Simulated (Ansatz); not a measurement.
# Ga2HO: the cost of one run

The runs use Ansatz 0.2.0, Gaussian basis; the settings change from run to run.

31 further runs of the same task are left out: 2 for a known fault of the program, 13 that didn't finish, 16 set aside as unsound or not needed.

**1. The system**

The geometry is a PBE0/def2-TZVP stationary point (not a proven minimum) with its atoms shifted at random (size 0.040 Å). No spin-orbit coupling is included. The filled d shell of Ga may be among the frozen orbitals whatever the setting's name suggests; the logs give the count.

4 atoms, charge 0, spin multiplicity 4.

Atoms are counted from 1 here; the program's logs count them from 0.

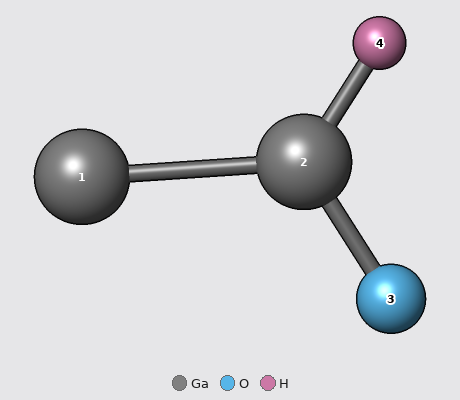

The geometry (gallium grey, oxygen blue, hydrogen pink); atoms are numbered from 1 in the order of the file.

**2. CCSD on ROHF/def2-SVP**

Input file in.yaml:

```yaml
crystal:
  periodic: [false, false, false]
  atoms:
    - {symbol: Ga, position_ang: [-0.004090, -0.111449, 1.469801]}
    - {symbol: Ga, position_ang: [-0.004923, 0.332946, -0.965006]}
    - {symbol: O, position_ang: [0.043041, -1.075126, -2.095704]}
    - {symbol: H, position_ang: [-0.059736, 1.744052, -1.652692]}
basis:
  gaussian: {orbitals: def2-SVP}
magnetization: {spin_polarized: false, initial_magnetization: 3}
correlation: {method: ccsd, electrons: outside_noble_gas}
```

Started as:

```sh
$ ansatz run in.yaml --threads 1 --pin off --events-out ev --progress --plain --max-ram 2393MiB
```

Q: Estimate wall time and peak memory on 1 thread of Arm Neoverse N1, shared host.

About 2.6 min, with a peak of 0.25 GiB.
